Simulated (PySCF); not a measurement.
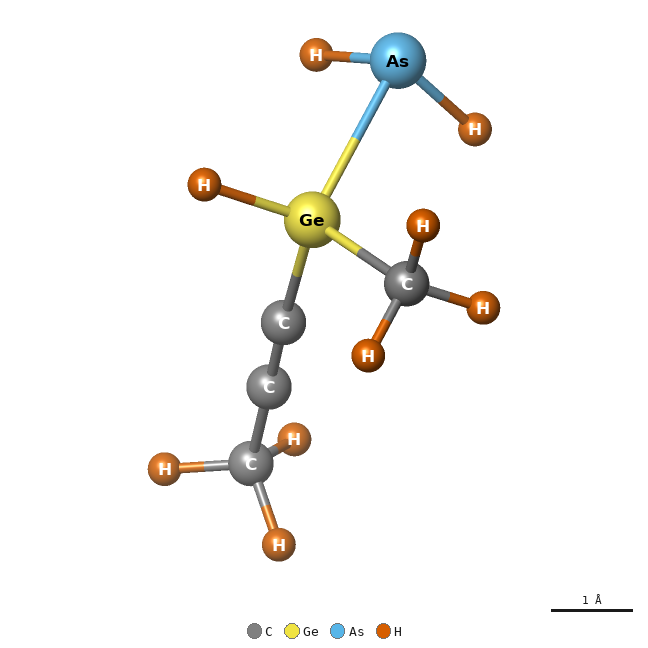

A ball-and-stick model of a molecule.

Computed geometry: PBE0-D3(BJ)/def2-SVP optimisation. No frequency run is at hand to confirm it as a minimum.

Which formula does it have?

Answer. C₄H₉AsGe, 15 atoms: 4 carbon, 9 hydrogen, 1 arsenic and 1 germanium.

What is the point group of this geometry?

Answer. C1.

More results for the same structure follow; atom numbers are the same in all pictures, views and colours differ.

**Geometry**

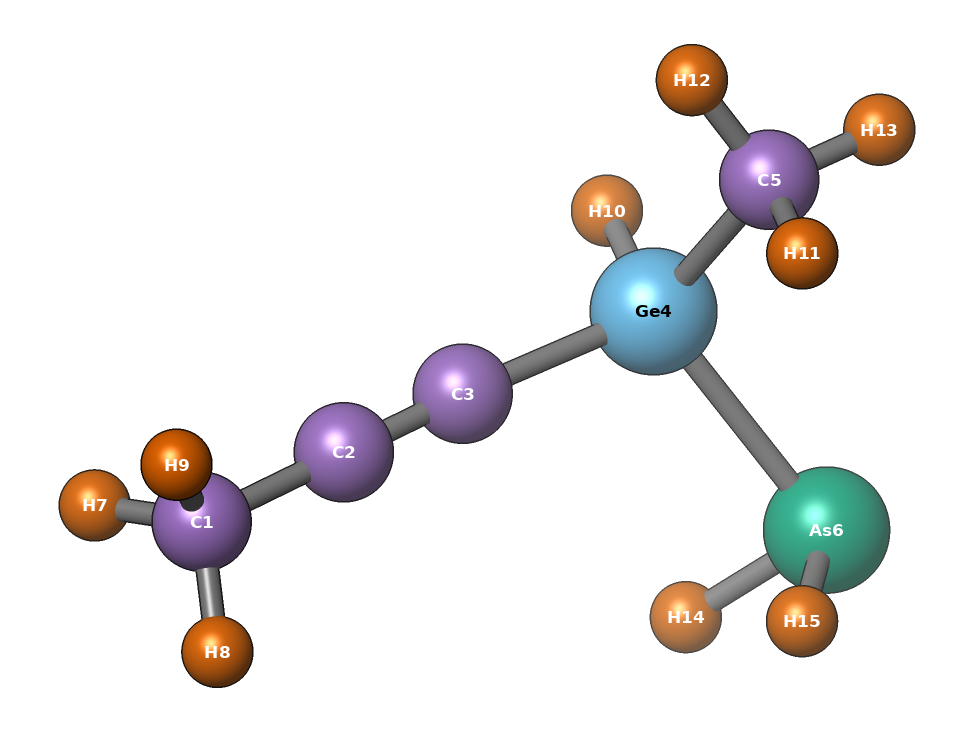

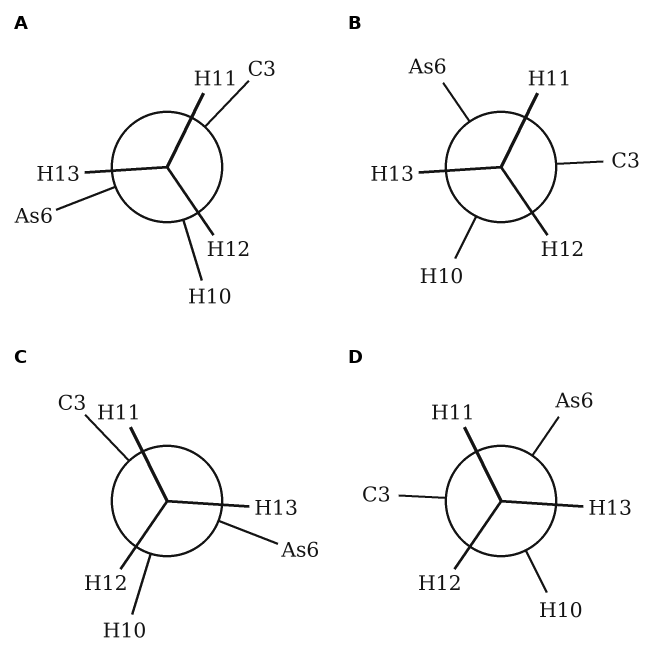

Depth is shown by fading: the farther an atom, the more it takes the colour of the background. Bonds that would overlap in a projection are set slightly apart. No frequency run is at hand to confirm it as a minimum.

Which Newman projection shows the view along C5–Ge4, with C5 in front?

Answer. B. The torsion angle H11–C5–Ge4–As6 is −61°, synclinal (gauche).

**Excitation**

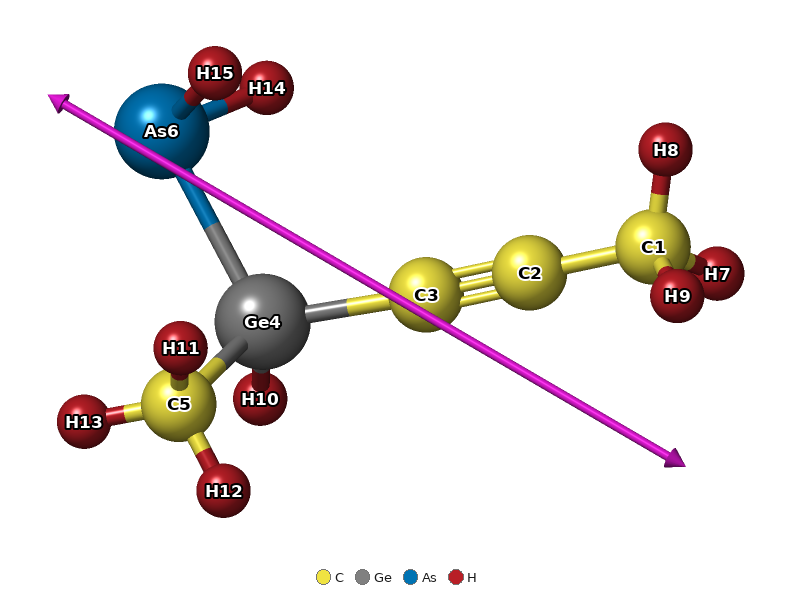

The double arrow shows the direction of the transition dipole to excited singlet state 6 (its length means nothing). No frequency run is at hand to confirm it as a minimum. Method: TDDFT B3LYP/def2-SVPD, vertical, gas phase, core orbitals frozen in the response (PySCF 2.14.0).

How is the transition polarised?

Answer. Close to the long direction C1···As6.

Give its energy, strength and character.

Answer. 6.36 eV (195 nm), oscillator strength 0.22, of mixed character, with the largest part HOMO−1 → LUMO+1 (weight 0.34); transition dipole 3.03 D.

**NMR shielding**

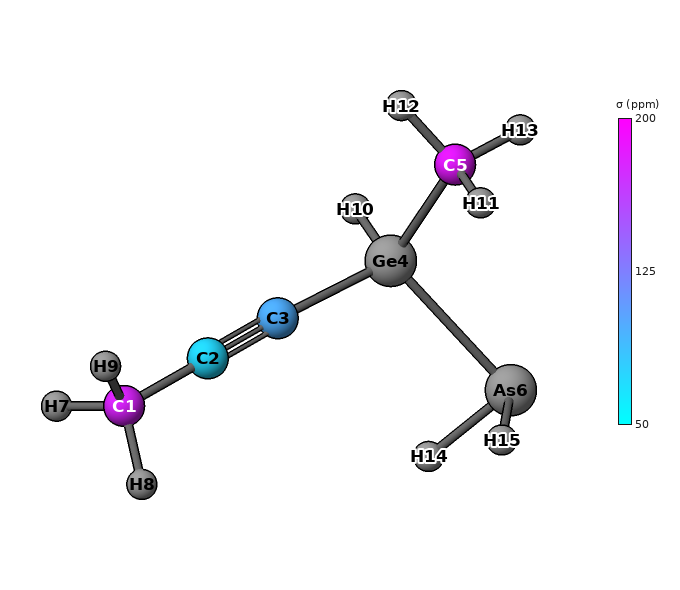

Atoms are coloured by their isotropic NMR shieldings (C only, the others grey). No frequency run is at hand to confirm it as a minimum. Properties computed with GIAO PBE0/pcSseg-1 NMR shielding, non-relativistic, gas phase (PySCF 2.14.0).

Which C atom is the most shielded (lowest chemical shift)?

Answer. C5 (184.2 ppm).

Which C atom is the least shielded (highest chemical shift)?

Answer. C2 (71.7 ppm).

How wide is the range of C shifts?

Answer. 112.5 ppm.

List the isotropic NMR shieldings of the C atoms.

```json
{"atom": "C1", "σ (ppm)": "178.5"}
{"atom": "C2", "σ (ppm)": "71.7"}
{"atom": "C3", "σ (ppm)": "97.4"}
{"atom": "C5", "σ (ppm)": "184.2"}
```

**Polarisability**

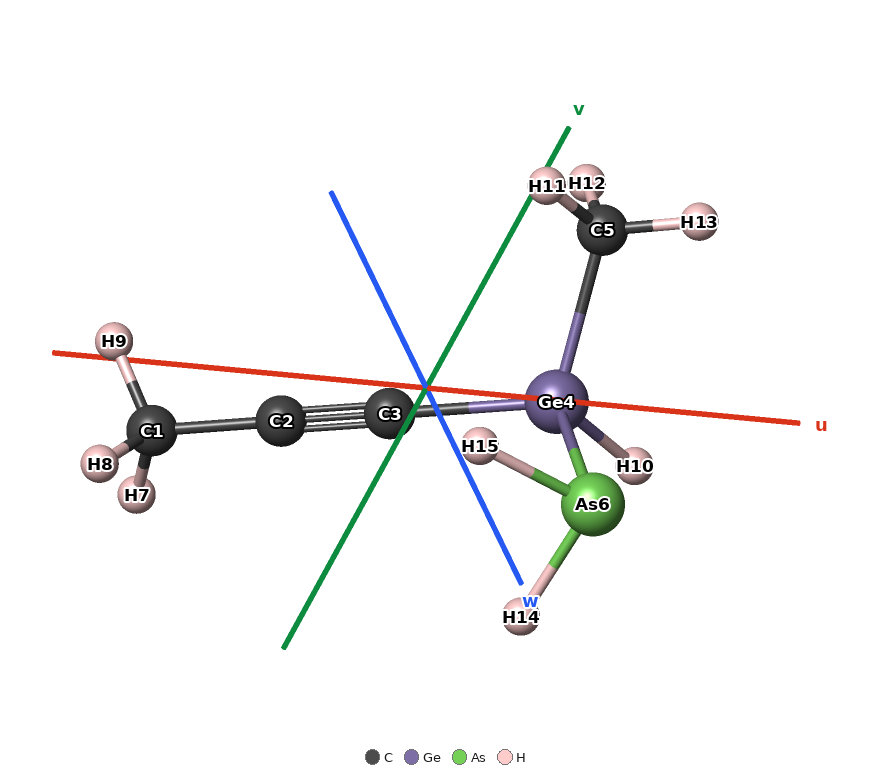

The lines u, v and w are the principal axes of the static dipole polarisability. No frequency run is at hand to confirm it as a minimum. Computed with B3LYP/def2-SVPD (PySCF 2.14.0).

Along which axis is the molecule most polarisable, and along which least?

Answer. Most along u (close to the long direction C1···As6), least along w.

Give the three principal values.

Answer. u 147.8, v 113.7, w 91.9 bohr³; mean 117.8, anisotropy 48.8 bohr³.

**Quadrupole coupling**

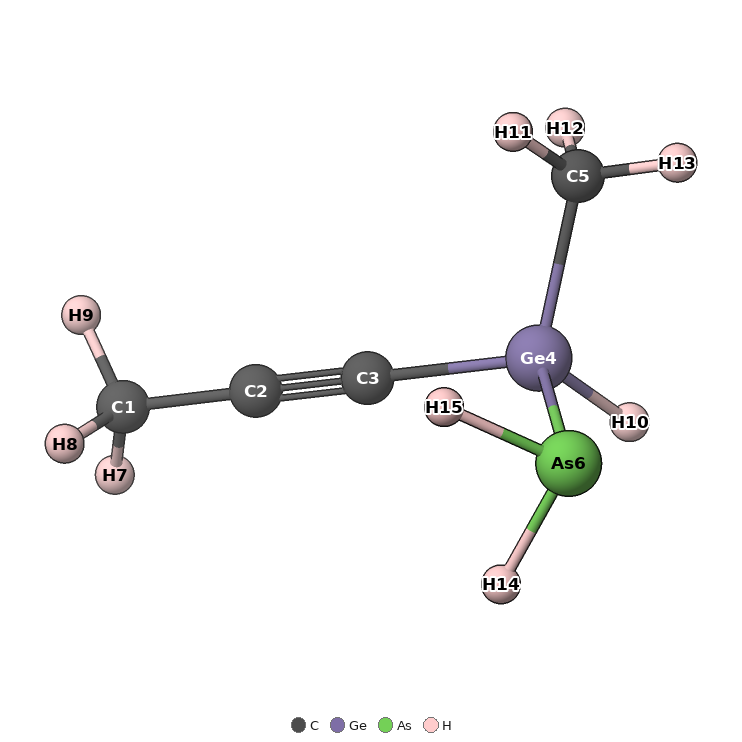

No frequency run is at hand to confirm it as a minimum. Electric field gradients from the ground-state density, B3LYP/pcJ-1 (pcSseg-1 on As) (pcSseg-1 on Ge) (PySCF 2.14.0), non-relativistic apart from any core potentials.

Give the largest field-gradient component, the quadrupole coupling constant and the asymmetry for 73Ge at Ge4 (Q = −196 mb), 75As at As6 (Q = 314 mb), 2H at H7 (Q = 2.86 mb), 2H at H8 (Q = 2.86 mb), 2H at H9 (Q = 2.86 mb), 2H at H10 (Q = 2.86 mb).

```csv
atom,V_zz (a.u.),e²qQ/h (MHz),η
Ge4,−0.603,27.8,0.83
As6,−2.035,−150.1,0.35
H7,0.279,0.187,0.04
H8,0.279,0.187,0.04
H9,0.279,0.188,0.04
H10,0.132,0.089,0.01
```
